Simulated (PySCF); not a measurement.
## Run report: C6H7N2, EPR calculation

C6H7N2, multiplicity 2, computed with UKS B3LYP, pcH-1 on C H N, non-relativistic, mean-field spin-orbit, GIAO (PySCF 2.14.0).

It belongs to a series of runs on one base structure; here: H added to sp2 C.

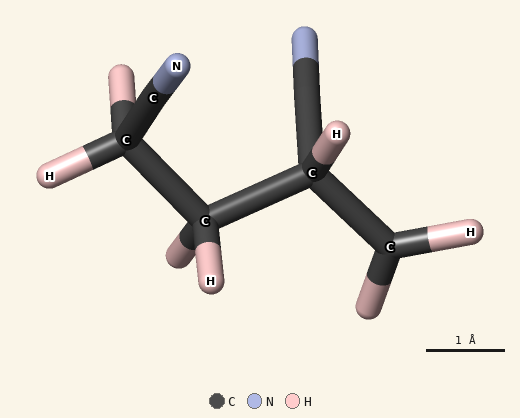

Fig. 1: The structure as given in the input (stick view, seen at a tilt). Bond lengths as drawn: C–C 1.44 to 1.54 Å, C–H 1.07 to 1.10 Å and C–N 1.14 Å.

Summary:

| quantity | value |
| --- | --- |
| outcome | converged |
| total energy | −342.283328 hartree |
| ⟨S²⟩ | 0.754 |
| isotropic g | 2.0026 |
| hardware | 1 CPU thread, shared host |
| wall time | 64 s |
| peak memory | 0.97 GiB |

Input file:
```
{"job": {"kind": "epr", "basis": "pcH-1"}, "charge": 0, "multiplicity": 2}
C     -2.124128    -0.136036    -0.582738
C     -0.810547     0.274692    -0.044612
C     -1.006293     0.266921     1.397819
N     -1.206483     0.212615     2.522990
C      0.335400    -0.681701    -0.416833
C      1.667895    -0.235790     0.199000
C      2.067496     1.048402    -0.320367
N      2.356555     2.066389    -0.751874
H     -2.900654     0.589972    -0.719943
H     -2.372401    -1.178056    -0.643999
H     -0.559951     1.300568    -0.344165
H      0.098167    -1.687962    -0.064466
H      0.421424    -0.709895    -1.505440
H      1.577634    -0.159940     1.287446
H      2.451473    -0.962187    -0.034731
```

The first line tells a small driver script what to run in PySCF; the rest is the geometry in Å.

Run as:
```bash
OMP_NUM_THREADS=1 python <driver script> task.json out
```

Output:
```
UKS, coarse grid
  cycle   1  E = -342.18955535  |g| = 4.35e-01
  cycle   2  E = -341.84062451  |g| = 1.00e+00
  cycle   3  E = -342.27863896  |g| = 9.53e-02
  cycle   4  E = -342.28259118  |g| = 3.81e-02
  cycle   5  E = -342.28327023  |g| = 1.13e-02
  cycle   6  E = -342.28331910  |g| = 5.74e-03
  cycle   7  E = -342.28332984  |g| = 3.36e-03
  cycle   8  E = -342.28333495  |g| = 5.61e-04
UKS, final grid
  cycle   1  E = -342.28332815  |g| = 7.78e-04
  cycle   2  E = -342.28332722  |g| = 1.70e-03
  cycle   3  E = -342.28332841  |g| = 2.25e-04
  cycle   4  E = -342.28332843  |g| = 4.69e-05
  cycle   5  E = -342.28332844  |g| = 4.10e-05
  cycle   6  E = -342.28332844  |g| = 2.63e-05
E = -342.28332844 Eh   <S^2> = 0.7538 (exact 0.7500)
g shifts (ppm)      1          2          3
  rmc          -149       -149       -149
  gc             11         40         20
  oz_so         -96        511        773
  total        -235        402        644
hyperfine (MHz)  atom isotope    a_iso     a_fc   dipolar eigenvalues
    0   13C      98.66      98.66    -82.83    -82.03    164.86
    1   13C     -26.16     -26.16     -2.48      0.69      1.79
    2   13C      96.79      96.79     -6.44     -3.03      9.47
    3   14N       1.60       1.60     -3.03     -2.48      5.51
    4   13C      19.29      19.29     -2.02     -1.87      3.88
    5   13C       0.47       0.47     -0.51     -0.45      0.96
    6   13C       0.34       0.34     -0.26     -0.24      0.51
    7   14N       0.02       0.02     -0.06     -0.04      0.09
    8    1H     -63.43     -63.43    -39.51     -0.92     40.43
    9    1H     -62.18     -62.18    -39.51     -0.86     40.37
   10    1H      31.06      31.06     -5.23     -4.53      9.76
   11    1H      -1.64      -1.64     -3.02     -2.78      5.80
   12    1H      -1.49      -1.49     -4.28     -2.54      6.81
   13    1H       0.05       0.05     -1.30     -0.83      2.13
   14    1H       0.60       0.60     -0.87     -0.66      1.53
```

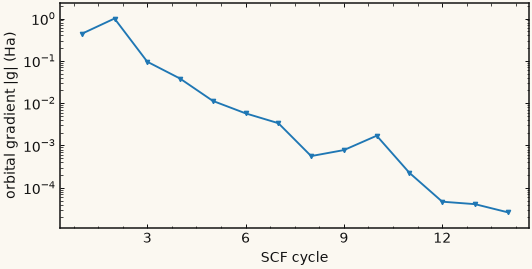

Fig. 2: Convergence of the self-consistent field: orbital gradient |g| against the SCF cycle. All cycles printed in the log are drawn one after another.

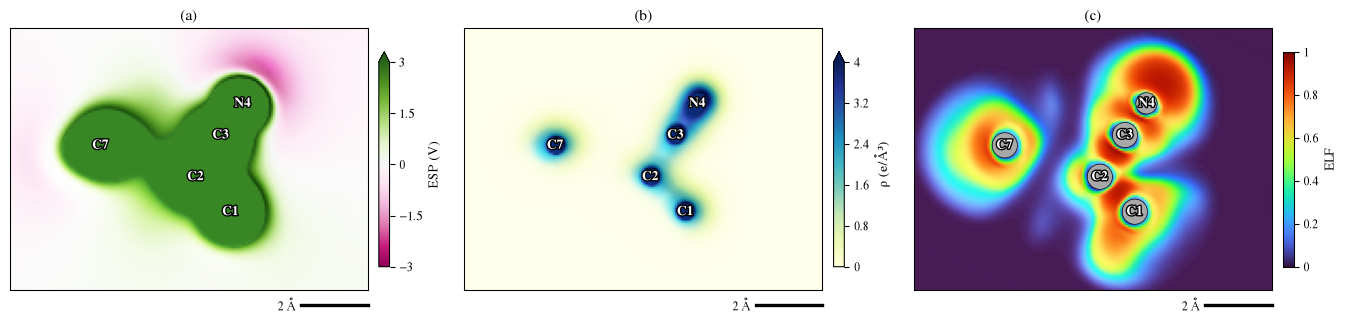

Fig. 3: (a) electrostatic potential; (b) total electron density; (c) ELF on the plane of atoms C1, C2 and C3. Grey discs, where drawn, cover atomic cores. The section cuts through C and N sites.

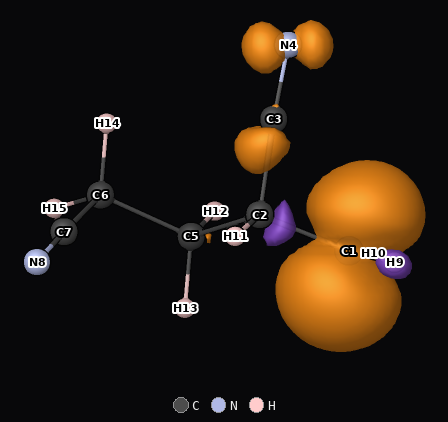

Fig. 4: Isosurfaces of the spin density at +0.03 (orange) and −0.03 e/Å³ (purple), seen at a tilt. The unpaired spin (1 electron) lies mostly on C1 (about 0.7), in electrons by Hirshfeld's partition.

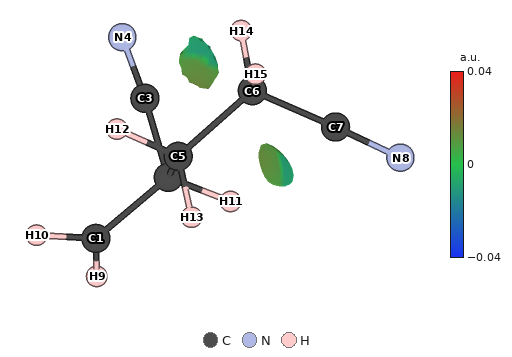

Fig. 5: Non-covalent interaction (NCI) plot: the surface where the reduced density gradient is 0.5, for densities under 0.05 a.u., coloured by sign(λ₂)ρ; seen at an oblique angle.
